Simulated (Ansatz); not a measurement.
The starting structures come from a database of crystals and need not be the phases stable at ambient conditions.

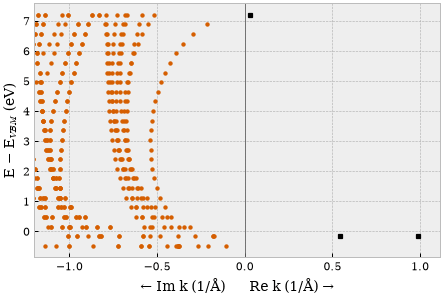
*Complex bands at the centre of the two-dimensional zone; r2SCAN (Ansatz, a quantum-chemistry and plane-wave program)*

The gap is the functional's own, uncorrected, and κ follows it; spin-orbit coupling is left out. Mid-gap means the computed energy nearest the middle.

Task: This is Rb₂GeF₆ (P-3m1, 9 atoms a cell, 15.5 Å³ an atom) along the normal of (110). Read off the slowest decay at the centre of the two-dimensional zone at 3.68 eV, the computed energy nearest the middle of the gap.

Result: κ ≈ 0.53 1/Å, a decay length 1/(2κ) of the density of 0.94 Å.
